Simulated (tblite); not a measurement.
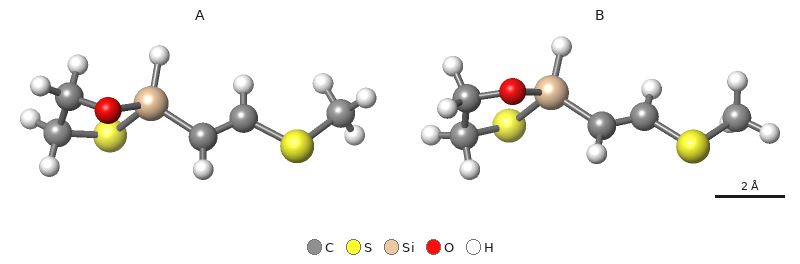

Two geometries of C5H10OS2Si, drawn at one scale. One is the start of a relaxation, the other its converged end. Style: ball-and-stick. Shown face on.

The calculation used GFN2-xTB geometry optimisation, gas phase (tblite). 

> Which one is relaxed?

Structure B is the relaxed one. After 153 geometry steps the energy has fallen by 0.831 eV. The atom that moves furthest after the best rigid fit is an H atom (1.08 Å). Largest moves by element: H 1.08 Å, O 0.63 Å, Si 0.41 Å, S 0.36 Å, C 0.33 Å. Some distances before and after: O–Si 1.745 → 1.629 Å, C–H 1.135 → 1.086 Å, C–S 1.779 → 1.746 Å, C–C 1.489 → 1.521 Å. Bond angles that change, for instance: Si–O–C 100.8° → 117.2°, C–S–C 106.2° → 100.0°, C–C–S 102.5° → 108.6°. Groups turn about C–S by about 60°, C–O by about 35°, O–Si by about 25°. Cost: 2.8 s on 1 thread of Arm Neoverse N1 (shared host).
